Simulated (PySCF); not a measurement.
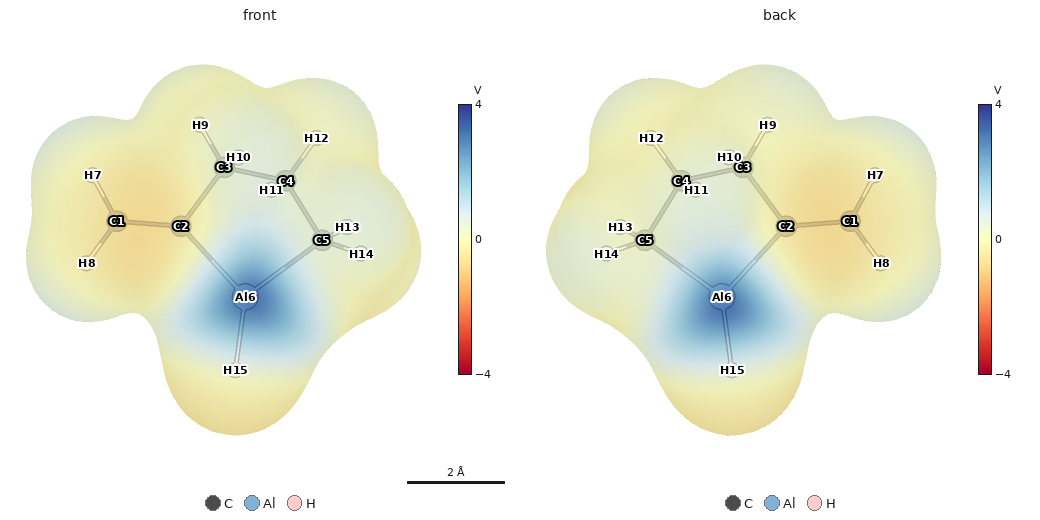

Figure. C5H9Al. The molecular electrostatic potential painted on the density surface at 0.002 e/bohr³, seen from the front and from behind; red is negative and blue positive.

Geometry: GFN2-xTB.

All numbers below come from PySCF 2.14.0, PBE0/pcSseg-1, SCF density, gas phase, non-relativistic.

```xyz
15

C     2.4542    0.0467   -0.1644
C     1.1462    0.2024    0.0209
C     0.2284   -0.9755    0.2997
C    -1.1507   -0.7341   -0.3393
C    -1.7892    0.5814    0.1683
Al   -0.1454    1.7043    0.0285
H     2.9399   -0.9220   -0.1275
H     3.1022    0.8885   -0.3564
H     0.6523   -1.9166   -0.0611
H     0.0976   -1.0612    1.3839
H    -1.0146   -0.6715   -1.4245
H    -1.7989   -1.5922   -0.1384
H    -2.1556    0.4229    1.1921
H    -2.6786    0.8117   -0.4283
H     0.1077    3.2230   -0.0752
```

Describe the electrostatic potential map.

Answer. The most negative region (about −0.7 V) lies over the π face of C1 and C2, the most positive (about +3.1 V) over Al6.

How polar is the molecule by this calculation?

Answer. Its dipole moment is 0.39 D.
